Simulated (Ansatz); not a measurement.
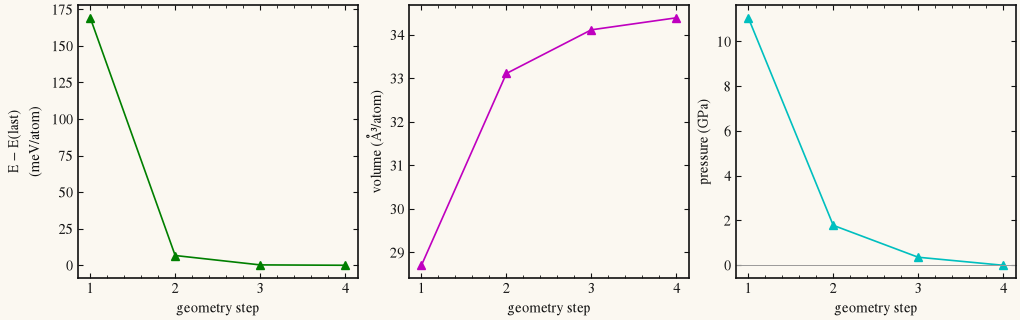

History of a geometry optimisation. Atoms and cell relax. A closing SCF on a freshly chosen basis isn't drawn.

The run: BiP (F-43m, 2 atoms in the cell), by Ansatz 0.2.0, DFT, PBE, PAW with Ansatz's default frozen-core files, scalar-relativistic; cutoff 420 eV, 9×9×9 k-mesh, Fermi–Dirac smearing of 0.05 eV.

> How did it end, and what did it gain?

The optimisation met its thresholds at geometry 4, counting the start as the first. The energy fell by about 170 meV/atom from the first step to the last. All forces vanish by symmetry, so only the cell moves.

> What happens to the cell?

The volume grows from 28.7 to 34.4 Å³ per atom (+20 %), as the pressure goes from 11 GPa to about 0 GPa. The start was compressed.
